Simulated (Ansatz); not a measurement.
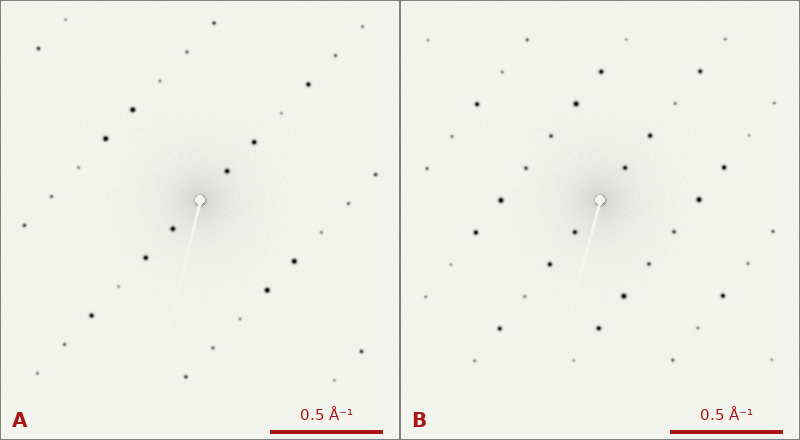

Kinematic electron diffraction patterns (200 kV, B = 0.5 Å², same scale, each along a low-index zone) of two structures of composition Mg2C, each relaxed at zero pressure with DFT PBE, scalar-relativistic, plane waves, PAW in Ansatz.

The structures (standard cells):
1. I4_1/amd (No. 141), a = 2.839 Å, c = 22.442 Å, 12 atoms; generated start, possibly hypothetical
2. Fmmm (No. 69), a = 3.708 Å, b = 4.464 Å, c = 10.902 Å, 12 atoms; generated start, possibly hypothetical

**Which pattern belongs to which structure, and along which zone?**

A is structure 1 along [110] or an equivalent direction: centred rectangular net of 0 0 4 at d = 5.61 Å and 1 -1 2 at d = 1.98 Å, 79.9° apart (some points of this net are extinct or too weak to see). B is structure 2 along [110] or an equivalent direction: centred rectangular net of 0 0 2 at d = 5.45 Å and 1 -1 1 at d = 2.76 Å, 75.3° apart.

**Which structure lies lowest at this level of theory, and by how much?**

Structure 2 (Fmmm, 15.04 Å³ an atom) is the lowest of these; structure 1 (I4_1/amd, 15.07 Å³ an atom) lies about 28 meV an atom higher. These are static energies at 0 K; other structures, not shown, may lie lower still.
